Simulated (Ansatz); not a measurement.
# FH₄N₃W: one species, many methods

How much do the methods differ for FH₄N₃W? The plan is to run it at one geometry with functionals of several rungs and with coupled cluster. The comparison is of orbital energies and run times, and the correlation energy is taken apart.

Method: functionals in def2-TZVPP, the program's frozen cores in correlated methods; program: Ansatz 0.2.0, Gaussian basis.

The runs, in order: LDA (SPW92), PBE-D4, revPBE-D4, BLYP-D4, r2SCAN-D4, B97M-V, PBE0-D4, B3LYP-D4, r2SCANh-D4, r2SCAN0-D4, HSE06-D4, BHLYP-D4, CAM-B3LYP-D4, LC-ωPBE, ωB97X-V, ωB97M-V, B2PLYP, PBE-QIDH; CCSD(T)/def2-SVP; CCSD(T)/def2-TZVPP; MP2/def2-QZVPP; extrapolation to the limit; RPA on PBE.

**1. The geometry**

The geometry comes from an earlier relaxation with PBE0-D4 in a triple-zeta def2 set; it is a stationary point, not always the lowest conformer. W takes the def2 core potential; no spin-orbit term is included.

SMILES `[NH]=[W](=[NH])([NH2])[F]`, 9 atoms, charge 0, spin multiplicity 1.

Atoms are counted from 1 here; the program's logs count them from 0.

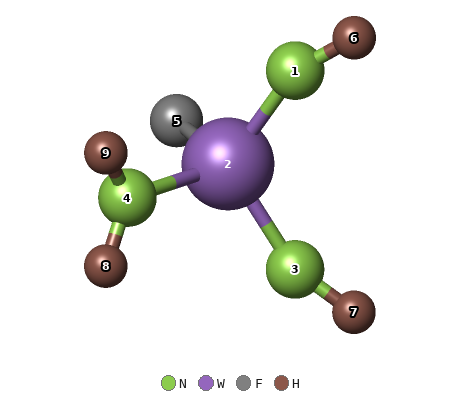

The geometry (nitrogen green, tungsten purple, fluorine grey, hydrogen brown); atoms are numbered from 1 in the order of the file.

Geometry (Å):

```xyz
9

N    -0.79753    1.55913    0.19385
W     0.11769    0.21767   -0.45541
N     1.74993    0.12250    0.16550
N    -0.78755   -1.39918    0.12757
F     0.17757    0.36091   -2.33143
H    -0.96594    2.38415    0.74670
H     2.55211    0.40037    0.70767
H    -0.29752   -2.23198    0.41468
H    -1.74875   -1.41358    0.43088
```

**2. LDA**

This LDA is Slater exchange with PW92 correlation.

File in.yaml:

```yaml
crystal:
  periodic: [false, false, false]
  atoms:
    - {symbol: N, position_ang: [-0.797533, 1.559135, 0.193849]}
    - {symbol: W, position_ang: [0.117695, 0.217667, -0.455410]}
    - {symbol: N, position_ang: [1.749930, 0.122497, 0.165498]}
    - {symbol: N, position_ang: [-0.787550, -1.399181, 0.127573]}
    - {symbol: F, position_ang: [0.177568, 0.360912, -2.331435]}
    - {symbol: H, position_ang: [-0.965936, 2.384152, 0.746696]}
    - {symbol: H, position_ang: [2.552112, 0.400367, 0.707672]}
    - {symbol: H, position_ang: [-0.297525, -2.231979, 0.414680]}
    - {symbol: H, position_ang: [-1.748751, -1.413581, 0.430877]}
basis:
  gaussian: {orbitals: def2-TZVPP}
hamiltonian: {xc: lda}
output: {orbitals: {seedname: orbitals}}
```

Run with:

```sh
$ ansatz run in.yaml --threads 4 --pin off --events-out ev --progress --plain --max-ram 10444MiB
```

The program printed:

```text
Functional definition: SPW92
  name "SPW92"
  cite "Dirac, Proc. Camb. Phil. Soc. 26, 376 (1930) doi:10.1017/S0305004100016108"
  cite "Slater, Phys. Rev. 81, 385 (1951) doi:10.1103/PhysRev.81.385"
  cite "Perdew & Wang, Phys. Rev. B 45, 13244 (1992) doi:10.1103/PhysRevB.45.13244"
  exchange = slater_x
  correlation = pw_c
1192 factors; their error is unknown
mean field evaluation 1: about -8994.9690 eV, gradient 1.4e2 eV
mean field evaluation 2: about -8758.4435 eV, gradient 3.3e2 eV
mean field evaluation 4: about -9023.5717 eV, gradient 5.3e1 eV
mean field evaluation 8: about -9028.8580 eV, gradient 2.4e0 eV
mean field evaluation 16: about -9028.8632 eV, gradient 9.0e-3 eV
mean field -9028.86324846 eV, -331.8046043976 hartree, gradient 4.0e-5 eV, S^2 0.000000; 0 other end points of the search recorded, 0 dependent functions left out
reference -9028.86328631 eV, -331.8046057887 hartree; 24, 24 occupied and 212, 212 virtual orbitals, 1192 factors
Total energy: -9028.86328631 eV, -331.8046057887 hartree
```

Wall time 1.1 s (4 threads of Arm Neoverse V2, shared host).

HOMO -6.59 eV, LUMO -1.75 eV.

**3. PBE-D4 (GGA)**

in.yaml: that of step 2 with these lines changed.

```diff
@@ -14,3 +14,3 @@
   gaussian: {orbitals: def2-TZVPP}
-hamiltonian: {xc: lda}
-output: {orbitals: {seedname: orbitals}}
+hamiltonian: {xc: pbe, dispersion: d4}
+output: {forces: true, orbitals: {seedname: orbitals}}
```

The command is unchanged.

The program printed (excerpt; [...] marks lines left out):

```text
Functional definition: PBE
  name "PBE"
  cite "Perdew, Burke & Ernzerhof, Phys. Rev. Lett. 77, 3865 (1996) doi:10.1103/PhysRevLett.77.3865"
  parent pbe
[...]
1192 factors; their error is unknown
[...]
mean field -9078.82044296 eV, -333.6404974331 hartree, gradient 2.5e-5 eV, S^2 0.000000; 0 other end points of the search recorded, 0 dependent functions left out
[...]
reference -9078.82048290 eV, -333.6404989010 hartree; 24, 24 occupied and 212, 212 virtual orbitals, 1192 factors
Total energy: -9079.03005816 eV, -333.6482006496 hartree
Atom 0 at    -0.797533     1.559135     0.193849 Å, force    -0.422194     0.376584     0.133046 eV/Å
Atom 1 at     0.117695     0.217667    -0.455410 Å, force    -0.196104    -0.341458    -0.343581 eV/Å
Atom 2 at     1.749930     0.122497     0.165498 Å, force     0.542835    -0.167294     0.122109 eV/Å
Atom 3 at    -0.787550    -1.399181     0.127573 Å, force    -0.006045    -0.008690    -0.080148 eV/Å
Atom 4 at     0.177568     0.360912    -2.331435 Å, force     0.022877     0.049164    -0.442713 eV/Å
Atom 5 at    -0.965936     2.384152     0.746696 Å, force    -0.047347     0.301629     0.198515 eV/Å
Atom 6 at     2.552112     0.400367     0.707672 Å, force     0.285958     0.113581     0.194806 eV/Å
Atom 7 at    -0.297525    -2.231979     0.414680 Å, force     0.146252    -0.294898     0.106393 eV/Å
Atom 8 at    -1.748751    -1.413581     0.430877 Å, force    -0.326231    -0.028618     0.111573 eV/Å
Dipole moment:    -0.097436    -0.183372     0.549025 e Å
```

Wall time 2.2 s (4 threads of Arm Neoverse V2, shared host).

HOMO -6.37 eV, LUMO -1.51 eV.

**4. revPBE-D4 (GGA)**

in.yaml: that of step 3 with these lines changed.

```diff
@@ -14,3 +14,3 @@
   gaussian: {orbitals: def2-TZVPP}
-hamiltonian: {xc: pbe, dispersion: d4}
-output: {forces: true, orbitals: {seedname: orbitals}}
+hamiltonian: {xc: {name: revPBE}, dispersion: d4}
+output: {orbitals: {seedname: orbitals}}
```

Launched as before.

The program printed:

```text
Functional definition: revPBE
  name "revPBE"
  cite "Zhang & Yang, Phys. Rev. Lett. 80, 890 (1998) doi:10.1103/PhysRevLett.80.890"
  cite "Perdew, Burke & Ernzerhof, Phys. Rev. Lett. 77, 3865 (1996) doi:10.1103/PhysRevLett.77.3865"
  parameter kappa = 1.245
  parameter beta = 0.06672455060314922
  exchange = pbe_x(kappa = kappa, mu = beta*pi^2/3)
  correlation = pbe_c(beta = beta)
1192 factors; their error is unknown
mean field evaluation 1: about -9053.1960 eV, gradient 1.3e2 eV
mean field evaluation 2: about -8824.1749 eV, gradient 3.2e2 eV
mean field evaluation 4: about -9080.2383 eV, gradient 5.0e1 eV
mean field evaluation 8: about -9085.1551 eV, gradient 2.1e0 eV
mean field evaluation 16: about -9085.1571 eV, gradient 8.8e-3 eV
mean field -9085.15709509 eV, -333.8733651040 hartree, gradient 5.8e-5 eV, S^2 0.000000; 0 other end points of the search recorded, 0 dependent functions left out
reference -9085.15714450 eV, -333.8733669198 hartree; 24, 24 occupied and 212, 212 virtual orbitals, 1192 factors
Total energy: -9085.71575898 eV, -333.8938956232 hartree
```

Wall time 1.8 s (4 threads of Arm Neoverse V2, shared host).

HOMO -6.29 eV, LUMO -1.42 eV.

**5. BLYP-D4 (GGA)**

in.yaml: that of step 4 with these lines changed.

```diff
@@ -14,3 +14,3 @@
   gaussian: {orbitals: def2-TZVPP}
-hamiltonian: {xc: {name: revPBE}, dispersion: d4}
+hamiltonian: {xc: {name: BLYP}, dispersion: d4}
 output: {orbitals: {seedname: orbitals}}
```

The command is unchanged.

The program printed:

```text
Functional definition: BLYP
  name "BLYP"
  cite "Becke, Phys. Rev. A 38, 3098 (1988) doi:10.1103/PhysRevA.38.3098"
  cite "Lee, Yang & Parr, Phys. Rev. B 37, 785 (1988) doi:10.1103/PhysRevB.37.785"
  parameter beta = 0.0042
  parameter a = 0.04918
  parameter b = 0.132
  parameter c = 0.2533
  parameter d = 0.349
  exchange = b88_x(beta = beta)
  correlation = lyp_c(a = a, b = b, c = c, d = d)
1192 factors; their error is unknown
mean field evaluation 1: about -9046.3326 eV, gradient 1.4e2 eV
mean field evaluation 2: about -8794.9984 eV, gradient 3.3e2 eV
mean field evaluation 4: about -9076.8352 eV, gradient 6.0e1 eV
mean field evaluation 8: about -9083.7992 eV, gradient 2.6e0 eV
mean field evaluation 16: about -9083.8063 eV, gradient 1.1e-2 eV
mean field -9083.80625360 eV, -333.8237225947 hartree, gradient 6.7e-5 eV, S^2 0.000000; 0 other end points of the search recorded, 0 dependent functions left out
reference -9083.80659085 eV, -333.8237349887 hartree; 24, 24 occupied and 212, 212 virtual orbitals, 1192 factors
Total energy: -9084.25606212 eV, -333.8402527531 hartree
```

Run time: 1.9 s. Hardware: 4 threads of Arm Neoverse V2, shared host.

HOMO -6.24 eV, LUMO -1.42 eV.

**6. r2SCAN-D4 (meta-GGA)**

in.yaml: that of step 5 with these lines changed.

```diff
@@ -14,3 +14,3 @@
   gaussian: {orbitals: def2-TZVPP}
-hamiltonian: {xc: {name: BLYP}, dispersion: d4}
-output: {orbitals: {seedname: orbitals}}
+hamiltonian: {xc: r2scan, dispersion: d4}
+output: {forces: true, orbitals: {seedname: orbitals}}
```

The command is unchanged.

The program printed (excerpt; [...] marks lines left out):

```text
Functional definition: r2SCAN
  name "r2SCAN"
  cite "Furness, Kaplan, Ning, Perdew & Sun, J. Phys. Chem. Lett. 11, 8208 (2020) doi:10.1021/acs.jpclett.0c02405"
  cite "Furness, Kaplan, Ning, Perdew & Sun, J. Phys. Chem. Lett. 11, 9248 (2020) doi:10.1021/acs.jpclett.0c03077"
  parent r2scan
[...]
1192 factors; their error is unknown
[...]
mean field -9082.82457055 eV, -333.7876464081 hartree, gradient 3.6e-5 eV, S^2 0.000000; 0 other end points of the search recorded, 0 dependent functions left out
[...]
reference -9082.82458199 eV, -333.7876468284 hartree; 24, 24 occupied and 212, 212 virtual orbitals, 1192 factors
Total energy: -9082.87430037 eV, -333.7894739452 hartree
Atom 0 at    -0.797533     1.559135     0.193849 Å, force    -0.259155     0.290098     0.115001 eV/Å
Atom 1 at     0.117695     0.217667    -0.455410 Å, force    -0.089722    -0.154487    -0.260948 eV/Å
Atom 2 at     1.749930     0.122497     0.165498 Å, force     0.384143    -0.072254     0.107672 eV/Å
Atom 3 at    -0.787550    -1.399181     0.127573 Å, force    -0.051035    -0.090060     0.002318 eV/Å
Atom 4 at     0.177568     0.360912    -2.331435 Å, force     0.005734     0.011323    -0.066464 eV/Å
Atom 5 at    -0.965936     2.384152     0.746696 Å, force     0.012723     0.044649     0.028941 eV/Å
Atom 6 at     2.552112     0.400367     0.707672 Å, force     0.032195     0.033523     0.028685 eV/Å
Atom 7 at    -0.297525    -2.231979     0.414680 Å, force    -0.008948    -0.036099     0.022350 eV/Å
Atom 8 at    -1.748751    -1.413581     0.430877 Å, force    -0.025936    -0.026695     0.022445 eV/Å
Dipole moment:    -0.099446    -0.187130     0.559175 e Å
```

Wall time 3.9 s (4 threads of Arm Neoverse V2, shared host).

HOMO -6.65 eV, LUMO -1.41 eV.

**7. B97M-V (meta-GGA)**

in.yaml: that of step 6 with these lines changed.

```diff
@@ -14,3 +14,3 @@
   gaussian: {orbitals: def2-TZVPP}
-hamiltonian: {xc: r2scan, dispersion: d4}
-output: {forces: true, orbitals: {seedname: orbitals}}
+hamiltonian: {xc: {name: B97M-V}}
+output: {orbitals: {seedname: orbitals}}
```

Launched as before.

The program printed (excerpt; [...] marks lines left out):

```text
Functional definition: B97M-V
  name "B97M-V"
  cite "Mardirossian & Head-Gordon, J. Chem. Phys. 142, 074111 (2015) doi:10.1063/1.4907719"
  cite "Becke, J. Chem. Phys. 107, 8554 (1997) doi:10.1063/1.475007"
  cite "Vydrov & Van Voorhis, J. Chem. Phys. 133, 244103 (2010) doi:10.1063/1.3521275"
  # Of w^i u^j: cxij and so on, Table III.
[...]
  gx(w, u) = cx00 + cx01*u + cx02*u^2 + (cx10 + cx11*u)*w
  gss(w, u) = css00 + css02*u^2 + css10*w + (css32*w^3 + css42*w^4)*u^2
  gos(w, u) = cos00 + cos01*u + cos03*u^3 + cos10*w + cos32*w^3*u^2
[...]
      + integral(e_c_pw_mod_opposite_spin*gos(b97_w_opposite, b97_u_opposite)) + vv10(b, c)
1192 factors; their error is unknown
[...]
mean field -9083.37870154 eV, -333.8080103466 hartree, gradient 7.9e-5 eV, S^2 0.000000; 0 other end points of the search recorded, 0 dependent functions left out
reference -9083.37876005 eV, -333.8080124966 hartree; 24, 24 occupied and 212, 212 virtual orbitals, 1192 factors
Total energy: -9083.37876005 eV, -333.8080124966 hartree
```

It took 7.5 s on 4 threads of Arm Neoverse V2, shared host.

HOMO -6.67 eV, LUMO -1.34 eV.

**8. PBE0-D4 (hybrid)**

in.yaml: that of step 7 with these lines changed.

```diff
@@ -14,3 +14,3 @@
   gaussian: {orbitals: def2-TZVPP}
-hamiltonian: {xc: {name: B97M-V}}
+hamiltonian: {xc: pbe0, dispersion: d4}
 output: {orbitals: {seedname: orbitals}}
```

Its log isn't repeated here (it stands with the study of this molecule's fields); it ends on a total energy of -9077.099934 eV.

HOMO -7.69 eV, LUMO -0.70 eV.

**9. B3LYP-D4 (hybrid)**

B3LYP here takes the VWN-RPA correlation.

in.yaml: that of step 8 with these lines changed.

```diff
@@ -14,3 +14,3 @@
   gaussian: {orbitals: def2-TZVPP}
-hamiltonian: {xc: pbe0, dispersion: d4}
-output: {orbitals: {seedname: orbitals}}
+hamiltonian: {xc: {name: B3LYP}, dispersion: d4}
+output: {forces: true, orbitals: {seedname: orbitals}}
```

Same command.

The program printed (excerpt; [...] marks lines left out):

```text
Functional definition: B3LYP
  name "B3LYP"
  cite "Stephens, Devlin, Chabalowski & Frisch, J. Phys. Chem. 98, 11623 (1994) doi:10.1021/j100096a001"
  cite "Becke, Phys. Rev. A 38, 3098 (1988) doi:10.1103/PhysRevA.38.3098"
  cite "Lee, Yang & Parr, Phys. Rev. B 37, 785 (1988) doi:10.1103/PhysRevB.37.785"
  cite "Vosko, Wilk & Nusair, Can. J. Phys. 58, 1200 (1980) doi:10.1139/p80-159"
[...]
1237 factors; their error is unknown
[...]
mean field -9085.82719862 eV, -333.8979909543 hartree, gradient 6.2e-5 eV, S^2 0.000000; 0 other end points of the search recorded, 0 dependent functions left out
[...]
reference -9085.82745404 eV, -333.8980003408 hartree; 24, 24 occupied and 212, 212 virtual orbitals, 1237 factors
Total energy: -9086.16662077 eV, -333.9104644883 hartree
Atom 0 at    -0.797533     1.559135     0.193849 Å, force    -0.267379     0.370530     0.167466 eV/Å
Atom 1 at     0.117695     0.217667    -0.455410 Å, force    -0.041191    -0.071457    -0.107656 eV/Å
Atom 2 at     1.749930     0.122497     0.165498 Å, force     0.458086    -0.038135     0.159248 eV/Å
Atom 3 at    -0.787550    -1.399181     0.127573 Å, force    -0.127363    -0.227021     0.083897 eV/Å
Atom 4 at     0.177568     0.360912    -2.331435 Å, force     0.007751     0.019727    -0.310414 eV/Å
Atom 5 at    -0.965936     2.384152     0.746696 Å, force     0.006537     0.000568    -0.001870 eV/Å
Atom 6 at     2.552112     0.400367     0.707672 Å, force    -0.002824     0.005682    -0.001815 eV/Å
Atom 7 at    -0.297525    -2.231979     0.414680 Å, force    -0.027580    -0.023784     0.005738 eV/Å
Atom 8 at    -1.748751    -1.413581     0.430877 Å, force    -0.006038    -0.036109     0.005405 eV/Å
Dipole moment:    -0.095867    -0.181073     0.573947 e Å
```

Wall time 3.4 s (4 threads of Arm Neoverse V2, shared host); peak memory 0.6 GiB.

HOMO -7.46 eV, LUMO -0.95 eV.

**10. r2SCANh-D4 (hybrid)**

in.yaml: that of step 9 with these lines changed.

```diff
@@ -14,3 +14,3 @@
   gaussian: {orbitals: def2-TZVPP}
-hamiltonian: {xc: {name: B3LYP}, dispersion: d4}
-output: {forces: true, orbitals: {seedname: orbitals}}
+hamiltonian: {xc: {name: r2SCANh}, dispersion: d4}
+output: {orbitals: {seedname: orbitals}}
```

Same command.

The program printed (excerpt; [...] marks lines left out):

```text
Functional definition: r2SCANh
  name "r2SCANh"
  cite "Bursch, Neugebauer, Ehlert & Grimme, J. Chem. Phys. 156, 134105 (2022) doi:10.1063/5.0086040"
  cite "Furness, Kaplan, Ning, Perdew & Sun, J. Phys. Chem. Lett. 11, 8208 (2020) doi:10.1021/acs.jpclett.0c02405"
  cite "Furness, Kaplan, Ning, Perdew & Sun, J. Phys. Chem. Lett. 11, 9248 (2020) doi:10.1021/acs.jpclett.0c03077"
  parent r2scan
[...]
1192 factors; their error is unknown
[...]
mean field -9081.52027895 eV, -333.7397145759 hartree, gradient 7.7e-5 eV, S^2 0.000000; 0 other end points of the search recorded, 0 dependent functions left out
reference -9081.52028939 eV, -333.7397149596 hartree; 24, 24 occupied and 212, 212 virtual orbitals, 1192 factors
Total energy: -9081.57365642 eV, -333.7416761618 hartree
```

Run time: 3.6 s. Hardware: 4 threads of Arm Neoverse V2, shared host; peak memory 0.54 GiB.

HOMO -7.14 eV, LUMO -1.10 eV.

**11. r2SCAN0-D4 (hybrid)**

in.yaml: that of step 10 with these lines changed.

```diff
@@ -14,3 +14,3 @@
   gaussian: {orbitals: def2-TZVPP}
-hamiltonian: {xc: {name: r2SCANh}, dispersion: d4}
+hamiltonian: {xc: {name: r2SCAN0}, dispersion: d4}
 output: {orbitals: {seedname: orbitals}}
```

Same command.

The program printed (excerpt; [...] marks lines left out):

```text
Functional definition: r2SCAN0
  name "r2SCAN0"
  cite "Bursch, Neugebauer, Ehlert & Grimme, J. Chem. Phys. 156, 134105 (2022) doi:10.1063/5.0086040"
  cite "Furness, Kaplan, Ning, Perdew & Sun, J. Phys. Chem. Lett. 11, 8208 (2020) doi:10.1021/acs.jpclett.0c02405"
  cite "Furness, Kaplan, Ning, Perdew & Sun, J. Phys. Chem. Lett. 11, 9248 (2020) doi:10.1021/acs.jpclett.0c03077"
  parent r2scan
[...]
1257 factors; their error is unknown
[...]
mean field -9079.61591925 eV, -333.6697306476 hartree, gradient 5.8e-5 eV, S^2 0.000000; 0 other end points of the search recorded, 0 dependent functions left out
reference -9079.61592823 eV, -333.6697309776 hartree; 24, 24 occupied and 212, 212 virtual orbitals, 1257 factors
Total energy: -9079.67523946 eV, -333.6719106252 hartree
```

Run time: 3.7 s. Hardware: 4 threads of Arm Neoverse V2, shared host; peak memory 0.55 GiB.

HOMO -7.89 eV, LUMO -0.64 eV.

**12. HSE06-D4 (hybrid)**

HSE06 is the plane-wave form, built on full-range PBE exchange.

in.yaml: that of step 11 with these lines changed.

```diff
@@ -14,3 +14,3 @@
   gaussian: {orbitals: def2-TZVPP}
-hamiltonian: {xc: {name: r2SCAN0}, dispersion: d4}
+hamiltonian: {xc: hse06, dispersion: d4}
 output: {orbitals: {seedname: orbitals}}
```

Same command.

The program printed (excerpt; [...] marks lines left out):

```text
Functional definition: HSE06
  name "HSE06"
  cite "Heyd, Scuseria & Ernzerhof, J. Chem. Phys. 118, 8207 (2003) doi:10.1063/1.1564060"
  cite "Krukau, Vydrov, Izmaylov & Scuseria, J. Chem. Phys. 125, 224106 (2006) doi:10.1063/1.2404663"
  cite "Heyd & Scuseria, J. Chem. Phys. 120, 7274 (2004) doi:10.1063/1.1668634"
  cite "Ernzerhof & Perdew, J. Chem. Phys. 109, 3313 (1998) doi:10.1063/1.476928"
  cite "Perdew, Burke & Ernzerhof, Phys. Rev. Lett. 77, 3865 (1996) doi:10.1103/PhysRevLett.77.3865"
  parent pbe
[...]
  # The whole range is PBE's own exchange, as in plane waves. The composition of these papers is wPBEh.
[...]
1257 factors; their error is unknown
110 factors; integrals over basis functions are off by at most 2.5e-7 eV
[...]
mean field -9076.58011038 eV, -333.5581667294 hartree, gradient 5.4e-5 eV, S^2 0.000000; 0 other end points of the search recorded, 0 dependent functions left out
reference -9076.58015071 eV, -333.5581682114 hartree; 24, 24 occupied and 212, 212 virtual orbitals, 1257 factors
Total energy: -9076.74710293 eV, -333.5643035924 hartree
```

It took 2.4 s on 4 threads of Arm Neoverse V2, shared host; peak memory 0.55 GiB.

HOMO -7.28 eV, LUMO -1.08 eV.

**13. BHLYP-D4 (hybrid)**

in.yaml: that of step 12 with these lines changed.

```diff
@@ -14,3 +14,3 @@
   gaussian: {orbitals: def2-TZVPP}
-hamiltonian: {xc: hse06, dispersion: d4}
+hamiltonian: {xc: {name: BHLYP}, dispersion: d4}
 output: {orbitals: {seedname: orbitals}}
```

Launched as before.

The program printed:

```text
Functional definition: BHLYP
  name "BHLYP"
  cite "Becke, J. Chem. Phys. 98, 1372 (1993) doi:10.1063/1.464304"
  cite "Becke, Phys. Rev. A 38, 3098 (1988) doi:10.1103/PhysRevA.38.3098"
  cite "Lee, Yang & Parr, Phys. Rev. B 37, 785 (1988) doi:10.1103/PhysRevB.37.785"
  parameter a = 0.5
  exchange = (1 - a)*b88_x + a*exact_x
  correlation = lyp_c
1392 factors; their error is unknown
mean field evaluation 1: about -9058.7606 eV, gradient 1.0e2 eV
mean field evaluation 2: about -8996.3669 eV, gradient 2.1e2 eV
mean field evaluation 4: about -9076.8766 eV, gradient 1.0e1 eV
mean field evaluation 8: about -9077.0816 eV, gradient 1.4e-1 eV
mean field evaluation 16: about -9077.1598 eV, gradient 2.5e-4 eV
mean field -9077.15976062 eV, -333.5794684830 hartree, gradient 7.2e-5 eV, S^2 0.000000; 0 other end points of the search recorded, 0 dependent functions left out
reference -9077.15993488 eV, -333.5794748868 hartree; 24, 24 occupied and 212, 212 virtual orbitals, 1392 factors
Total energy: -9077.44109609 eV, -333.5898073708 hartree
```

Wall time 2.4 s (4 threads of Arm Neoverse V2, shared host); peak memory 0.54 GiB.

HOMO -8.89 eV, LUMO 0.23 eV.

**14. CAM-B3LYP-D4 (range-separated)**

in.yaml: that of step 13 with these lines changed.

```diff
@@ -14,3 +14,3 @@
   gaussian: {orbitals: def2-TZVPP}
-hamiltonian: {xc: {name: BHLYP}, dispersion: d4}
+hamiltonian: {xc: {name: CAM-B3LYP}, dispersion: d4}
 output: {orbitals: {seedname: orbitals}}
```

Launched as before.

The program printed (excerpt; [...] marks lines left out):

```text
Functional definition: CAM-B3LYP
  name "CAM-B3LYP"
  cite "Yanai, Tew & Handy, Chem. Phys. Lett. 393, 51 (2004) doi:10.1016/j.cplett.2004.06.011"
  cite "Iikura, Tsuneda, Yanai & Hirao, J. Chem. Phys. 115, 3540 (2001) doi:10.1063/1.1383587"
  cite "Becke, Phys. Rev. A 38, 3098 (1988) doi:10.1103/PhysRevA.38.3098"
  cite "Lee, Yang & Parr, Phys. Rev. B 37, 785 (1988) doi:10.1103/PhysRevB.37.785"
  cite "Vosko, Wilk & Nusair, Can. J. Phys. 58, 1200 (1980) doi:10.1139/p80-159"
[...]
  # Exact exchange under (alpha + beta erf(omega r))/r, Becke's under what is left of 1/r.
[...]
1224 factors; their error is unknown
308 factors; integrals over basis functions are off by at most 9.0e-6 eV
[...]
mean field -9081.05163668 eV, -333.7224922901 hartree, gradient 5.5e-5 eV, S^2 0.000000; 0 other end points of the search recorded, 0 dependent functions left out
reference -9081.05176166 eV, -333.7224968830 hartree; 24, 24 occupied and 212, 212 virtual orbitals, 1224 factors
Total energy: -9081.23383318 eV, -333.7291878879 hartree
```

It took 2.6 s on 4 threads of Arm Neoverse V2, shared host; peak memory 0.59 GiB.

HOMO -9.06 eV, LUMO 0.36 eV.

(Part 1 of 2 ends here.)
